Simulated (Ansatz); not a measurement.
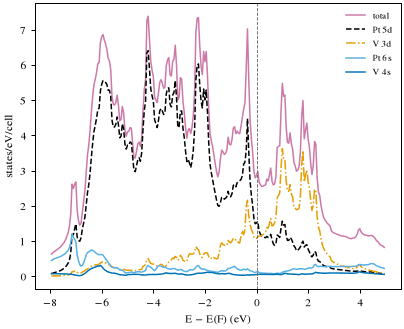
Figure: Total and projected density of states of VPt₃ in space group I4/mmm (No. 139; Pt on 4d, Pt on 2b, V on 2a), plane-wave PAW r²SCAN (Ansatz code)

**Question.** Which orbitals carry the states next to the Fermi level?

**Answer.** Within 0.5 eV of the Fermi level: Pt 5d 55 %, V 3d 37 %. Projections are on Löwdin-orthogonalised atomic valence shells; empty p or d shells of many metals are not among them.

**Question.** Where is the tallest occupied peak in this window, and what makes it?

**Answer.** Near -4.2 eV, about 7.4 states/eV per cell; the largest projected share is Pt 5d.

The workflow started from an entry of the Crystallography Open Database (COD), which files this formula under 2 space groups. Its standing as an ambient phase is unchecked. Symmetry was held in the r²SCAN relaxation; its stability against distortions is not shown here. Magnetic state: ferromagnetic, the only order run, not a proven ground state. Other orbital occupations within this spin state were not tried. Spin–orbit coupling is left out wherever it is not named.

Potentials: the later of the program's two PAW sets.
